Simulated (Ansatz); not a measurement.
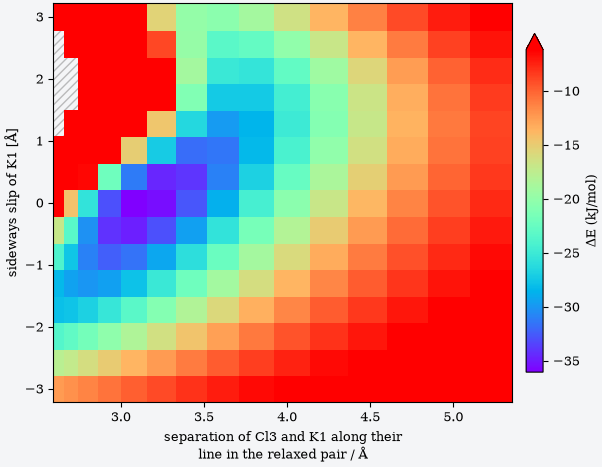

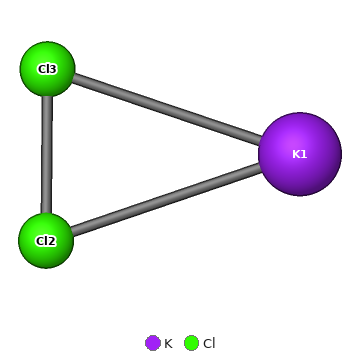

Energy landscape of Cl2K, charge +1. 
- Coordinates scanned: (1) separation of Cl3 and K1 along their line in the relaxed pair; (2) sideways slip of K1.
- Nothing is relaxed (both partners rigid).
- The grid has 15 × 15 points. At 6 points there is no value (left out of the scan, as a rule where atoms come close).
- Points are written as (first, second).
- Energies are in kJ/mol, from the ion and the molecule far apart, frozen as in the relaxed pair, each in its own basis (no counterpoise correction).
- Computed with RKS SPW92 (LDA)/def2-TZVPD in Ansatz.

In the figure: one coloured cell a grid point, one colour for all values above the top of the scale, hatched blanks where no value was computed. The second picture is the structure at the lowest point.

Where are the wells?

The lowest grid point is at (3.077 Å, 0.00 Å), −36.1 kJ/mol from the ion and the molecule far apart, frozen as in the relaxed pair, each in its own basis (no counterpoise correction). It is the only kind of minimum in the scanned range. The highest grid point, (2.692 Å, 1.29 Å), lies 224.4 kJ/mol above the lowest. Round the minimum the valley is strongly tilted: raising the first coordinate shifts the best value of sideways slip of K1 upwards (coupling k₁₂/√(k₁₁k₂₂) about −0.6).

The input of one point:

```yaml
crystal:
  periodic: [false, false, false]
  atoms:
    - { symbol: K, position_ang: [0.006546, 0.01963, -1.928715] }
    - { symbol: Cl, position_ang: [-0.317602, -0.945567, 0.986137] }
    - { symbol: Cl, position_ang: [0.316158, 0.941123, 0.990689] }
total_charge: 1
basis:
  gaussian: { orbitals: def2-TZVPD }
hamiltonian:
  xc: lda
output:
  forces: true
```

Each point was launched as `ansatz run input.yaml --threads 1 --pin off --max-ram 2560MiB --backend cpu --events-out ev --progress --plain --runs-dir out`. The whole map (219 points run) took 8.1 min on 1 thread of Arm Neoverse V2 (shared host).
